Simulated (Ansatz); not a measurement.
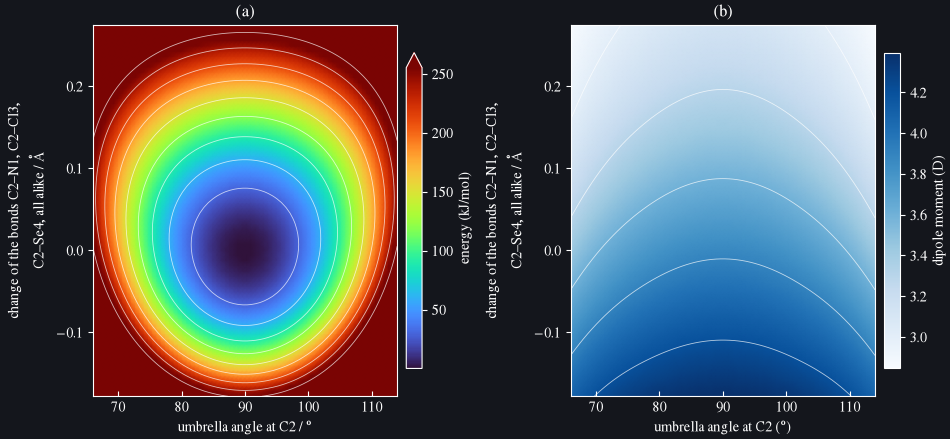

CH2ClNSe, SMILES NC(Cl)=[Se]. 
- First axis: umbrella angle at C2 (between each of its bonds and their common axis; 90 is planar). Second axis: change of the bonds C2–N1, C2–Cl3, C2–Se4, all alike.
- Nothing is relaxed (all other coordinates rigid).
- Grid: 9 × 9 points; 45 points were computed and 36 follow by symmetry.
- Points are written as (first, second).
- All energies are given in kJ/mol relative to the relaxed molecule at the same level.
- The restricted reference is unstable at some or all points, so the energies there are unreliable.
- All numbers below come from RHF-MP2, frozen core/def2-TZVP (Ansatz 0.2.0).

Panel (a) is the energy; panel (b) is the computed dipole moment, in D.

The picture shows a smooth colour map with a few white contour lines, one colour for all values above the top of the scale. Between grid points the surface is interpolated.

Q: How does the dipole moment vary over the map, and what is it at the lowest grid point?

A: Leaving out the highest fifth of the energies, it runs from 2.99 D at (66°, 0.162 Å) to 4.40 D at (90°, −0.178 Å). At the lowest grid point, (90°, −0.008 Å), it is 3.89 D.
